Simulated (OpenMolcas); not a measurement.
Multiconfigurational calculation for Yb³⁺ complex

- system: Yb³⁺ with 6 ligands (Cl; octahedron, 2.71 Å), neutralised by 6 outer point charges of +0.5 e, whose field is part of the energies.
- method: state-averaged SS-CASPT2, IPEA shift 0.25, imaginary shift 0.1 hartree, closed shells 5s 5p of the metal and the valence shells of the ligands correlated, active space 13 electrons in the shell 4f, basis ANO-RCC-VDZP on the metal and ANO-RCC-VDZP on the ligands, DKH2 scalar Hamiltonian, spin-orbit coupling by RASSI with atomic mean-field integrals (OpenMolcas)

## Output (extracts)
```
--- CASPT2 ---
Orbital specifications:
      -----------------------

      Symmetry species                           1   2
                                                ag  au
      Frozen orbitals                           29  24
      Inactive orbitals                         13  15
      Active orbitals                            0   7
      Secondary orbitals                        48  40
      Deleted orbitals                           0   0
      Number of basis functions                 90  86
Type of calculation                        SS-CASPT2
      Fock operator                              state-specific
      IPEA shift                                 0.25
      Real shift                                 0.00
      Imaginary shift                            0.10
      The input orbitals will be transformed to quasi-canonical
Reference energy:      -16813.3084016993
      E2 (Non-variational):      -1.7754484524
      Shift correction:          -0.0020941578
      E2 (Variational):          -1.7775426102
      Total energy:          -16815.0859443095
      Residual norm:              0.0000001921
      Reference weight:           0.65428
      Contributions to the CASPT2 correlation energy
      Active & Virtual Only:         -0.4766047415
      One Inactive Excited:          -0.2184141621
      Two Inactive Excited:          -1.0804295487
Reference energy:      -16813.3084016993
      E2 (Non-variational):      -1.7754017610
      Shift correction:          -0.0020939633
      E2 (Variational):          -1.7774957243
      Total energy:          -16815.0858974236
      Residual norm:              0.0000001632
      Reference weight:           0.65429
      Contributions to the CASPT2 correlation energy
      Active & Virtual Only:         -0.4765733642
      One Inactive Excited:          -0.2183686106
      Two Inactive Excited:          -1.0804597862
::    CASPT2 Root  1     Total energy: -16815.08594431
::    CASPT2 Root  2     Total energy: -16815.08589742
::    CASPT2 Root  3     Total energy: -16815.08589742
::    CASPT2 Root  4     Total energy: -16815.08489588
::    CASPT2 Root  5     Total energy: -16815.08484297
::    CASPT2 Root  6     Total energy: -16815.08482382
::    CASPT2 Root  7     Total energy: -16815.08385309
```

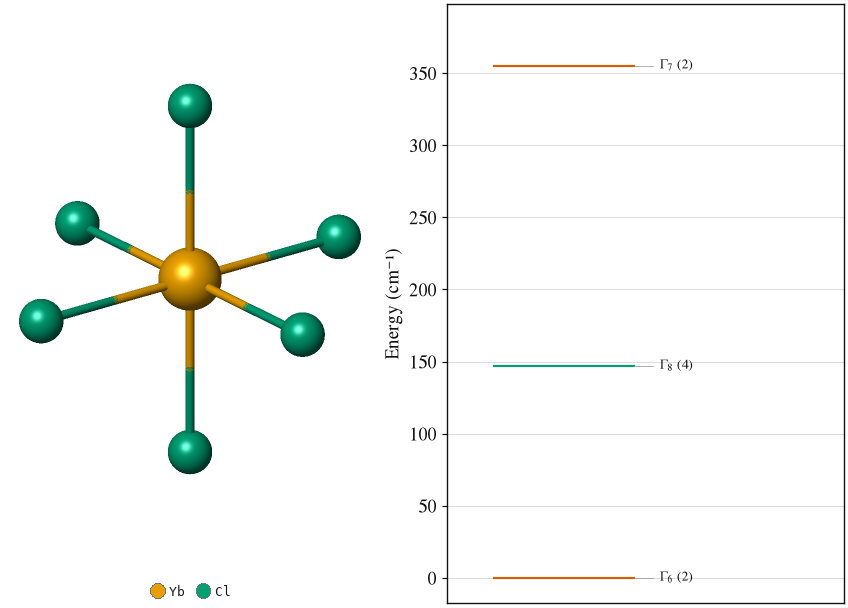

Yb³⁺ (4f¹³) with 6 ligands, Cl⁻, at 2.71 Å (arrangement: octahedron, Oh), neutralised by outer point charges of +0.5 e, and its levels. Labels give the representation in O, Td, D4 or D3 as the site allows (double group for half-integer spin) where it could be assigned and, in brackets, the degeneracy; spin-free states, where drawn, share the zero of the spin-orbit levels. The ground level is Γ₆, a Kramers doublet, 100 % from states of spin multiplicity 2. Its principal g values are 2.66, 2.66 and 2.66, isotropic. The next level lies at 147 cm⁻¹ (Γ₈). The lowest J multiplet spreads over 355 cm⁻¹.

## Input
```
&GATEWAY
Coord
7

Yb 0.0 0.0 0.0
Cl 2.710000 0.000000 0.000000
Cl 0.000000 2.710000 0.000000
Cl -2.710000 0.000000 0.000000
Cl 0.000000 -2.710000 0.000000
Cl 0.000000 0.000000 2.710000
Cl 0.000000 0.000000 -2.710000
Basis=Yb.ANO-RCC-VDZP,Cl.ANO-RCC-VDZP
Group=XYZ
NoMove
AngMom=0.0 0.0 0.0
AMFI
RICD
XField
3 Angstrom 0
5.510000 0.000000 0.000000 0.500000
0.000000 5.510000 0.000000 0.500000
0.000000 0.000000 5.510000 0.500000
&SEWARD
&RASSCF
FileOrb=start.orb
Symmetry=2
Spin=2
nActEl=13 0 0
Inactive=42 39
Ras2=0 7
CIRoot=7 7 1
SDav=7
CIMx=300
Iter=150 100
PrWF=0.3
OrbListing=Nothing
MaxOrb=0
LevShft=1.0
>>> COPY $Project.JobIph JOB001
&RASSI
NrOfJobIphs=1 7
1 2 3 4 5 6 7
IphNames
JOB001
EJob
SpinOrbit
DIPRint=1.0
SOCoupling=1000.0
Subsets=2
Property=9
'ANGMOM' 1 'ANGMOM' 2 'ANGMOM' 3 'MLTPL  1' 1 'MLTPL  1' 2 'MLTPL  1' 3
'AMFI' 1 'AMFI' 2 'AMFI' 3
SOProperty=3
'ANGMOM' 1 'ANGMOM' 2 'ANGMOM' 3
>>> COPY JOB001 $Project.JobIph
&CASPT2
Multistate=7 1 2 3 4 5 6 7
NoMult
Frozen=29 24
IPEA=0.25
Imaginary=0.1
MaxIter=60
WThr=0.0 0.3 0.05
PrWF=0.5
NoMix
```

The file start.orb holds starting orbitals from an earlier step. A driver script formed the levels outside the program, from RASSI's spin-orbit matrix and the CASPT2 energies (for multi-state variants, the effective Hamiltonian), averaged over the components of each term or state. The log and the time are those of the CASPT2 step.

Run as:
```bash
OMP_NUM_THREADS=1 MOLCAS_MEM=2457 MOLCAS_PROJECT=a pymolcas a.inp > a.log  # once for each step of the input, in one work folder
```

## Key numbers

- outcome: converged
- energy of the lowest spin-free term: −16815.08591 hartree
- energy of the lowest spin-orbit level: −16815.10634 hartree
- CASPT2 correlation energy: −1.7775 hartree
- largest spread among components of a term: 15.8 cm⁻¹
- lowest reference weight: 0.654
- hardware: 1 thread of Arm Neoverse V2, 24 GiB of memory available, shared host
- wall time: 31 s
- peak memory: 0.6 GiB

## Remarks

Limits: distances are set from ionic radii, not optimised.
